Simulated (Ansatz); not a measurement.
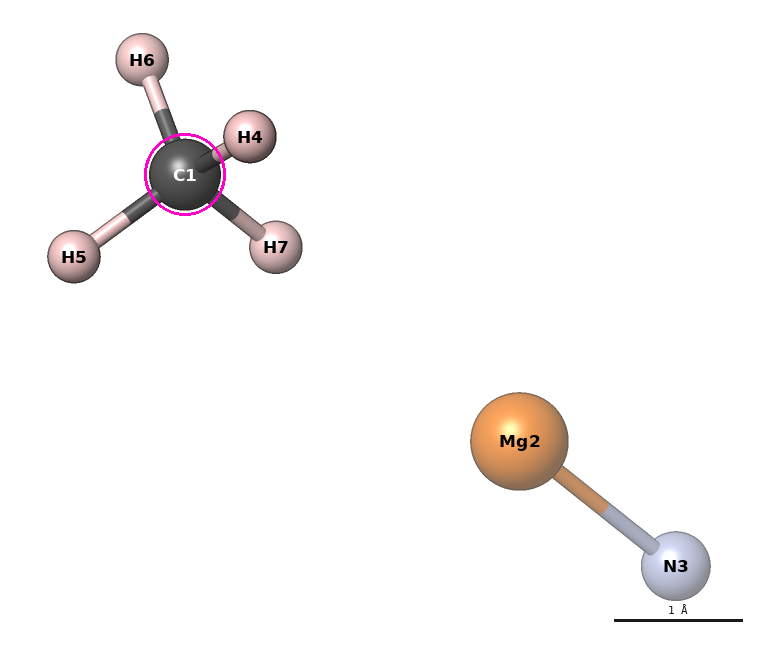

Orthographic view. Atoms fade into the background with distance from the viewer. Charge −1, singlet. The geometry was computed by an optimisation with PBE-D4/def2-SVPD. No frequency run is at hand to confirm it as a minimum.

**Which atoms are bonded to the circled atom?**

The circled atom is C1; it is bonded to H4, H5, H6, H7.

**Which atom is farthest from the viewer?**

N3, 2.5 Å behind the mean position.

**Which atom is nearest the viewer?**

H4, 1.7 Å in front of the mean position.
